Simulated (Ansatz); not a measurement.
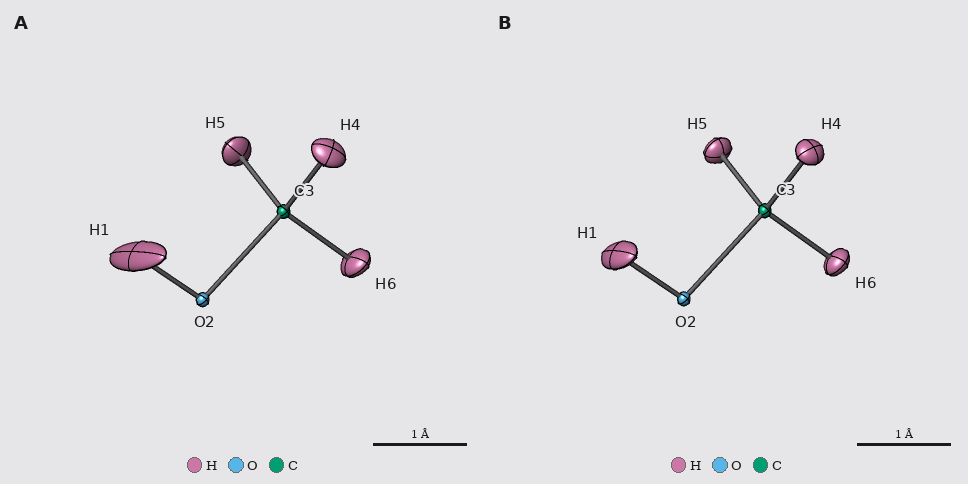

Displacement ellipsoids at the 50 % level, from the internal vibrations of the free molecule (harmonic, no overall translation or rotation; no half-axis is drawn under 0.075 Å). Vibrations computed with RKS PBE0-D4/def2-TZVP (Ansatz 0.2.0). One panel is for 0 K (zero-point motion alone), the other for 600 K.

### Which panel is for 600 K?

A.

### How much does the mean-square displacement of H1 grow, and why?

U_eq goes from 0.0189 to 0.0441 Å², a factor of 2.3. Modes below kT (417 cm⁻¹ at 600 K) grow about in proportion to T, and the lowest lies at 307 cm⁻¹; the mean-square amplitude of a mode is its zero-point value times coth(ħω/2kT), which comes close to 1 only above about 3kT.
